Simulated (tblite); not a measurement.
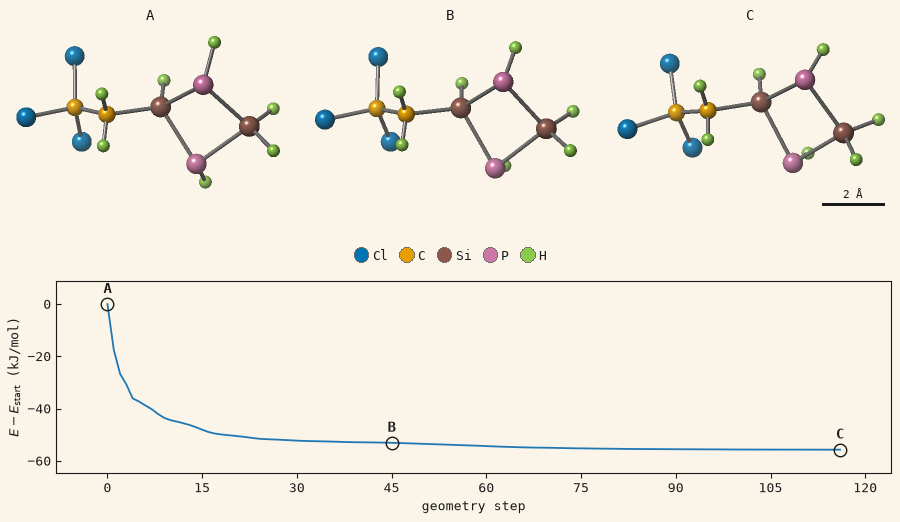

Frames of a relaxation of C2H7Cl3P2Si2, marked on the history of the run. The picture is a ball-and-stick view, seen at a tilt.

Theory: GFN2-xTB geometry optimisation, gas phase (tblite). 

What happens along the run?

Answer. The largest move after the best rigid fit is that of an H atom, 1.02 Å. Largest moves by element: H 1.02 Å, Cl 0.45 Å, P 0.43 Å, Si 0.30 Å, C 0.23 Å. Among the contacts that change: Cl–Si 3.351 → 3.102 Å, P–Si 2.186 → 2.261 Å, H–P 1.441 → 1.379 Å, C–Si 1.856 → 1.910 Å. Bond angles that change, for instance: Si–P–H 117.2° → 96.4°, Si–P–H 111.8° → 95.7°, Si–P–H 111.0° → 96.9°. Groups turn about P–Si by about 25°, P–Si by about 25°, P–Si by about 25°. The energy falls by 55.7 kJ/mol in 116 geometry steps. Cost: 3.3 s on 1 thread of Arm Neoverse N1 (shared host). From step 0 to 45: an H atom moves most (0.56 Å), energy −53.1 kJ/mol. From step 45 to 116: an H atom moves most (0.57 Å), energy −2.63 kJ/mol.

```tsv
step	E − E(0), kJ/mol
0	0.00
1	-17.45
2	-26.66
3	-30.78
4	-36.11
5	-37.30
6	-38.79
7	-40.21
8	-42.05
9	-43.57
10	-44.43
16	-48.96
21	-50.64
27	-51.89
32	-52.43
38	-52.81
43	-52.99
49	-53.40
55	-53.90
60	-54.35
66	-54.85
71	-55.04
77	-55.28
83	-55.46
88	-55.52
94	-55.59
99	-55.65
105	-55.69
110	-55.70
116	-55.72
```
